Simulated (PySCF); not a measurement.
Electron detachment energy of Pb⁻ ([Xe] 4f¹⁴ 5d¹⁰ 6s² 6p³ → [Xe] 4f¹⁴ 5d¹⁰ 6s² 6p²). PySCF, ANO-RCC-VTZP, spin-free X2C-1e, unrestricted single determinants, no spin-orbit coupling. Methods marked “subvalence” freeze 60 core electrons.

The results, method by method:

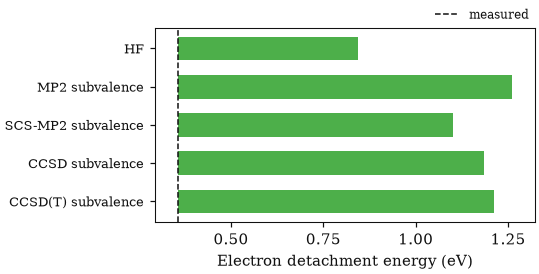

| Method | Electron detachment energy (eV) |
| --- | --- |
| HF | 0.843 |
| MP2 subvalence | 1.260 |
| SCS-MP2 subvalence | 1.101 |
| CCSD subvalence | 1.185 |
| CCSD(T) subvalence | 1.213 |

The values run from 0.843 eV (HF) to 1.260 eV (MP2 subvalence). The measured value is 0.357 eV; nearest to it come HF (+0.486) and SCS-MP2 subvalence (+0.744), furthest MP2 subvalence (+0.903 eV).

Limits of the model: spin-orbit shift not estimated.
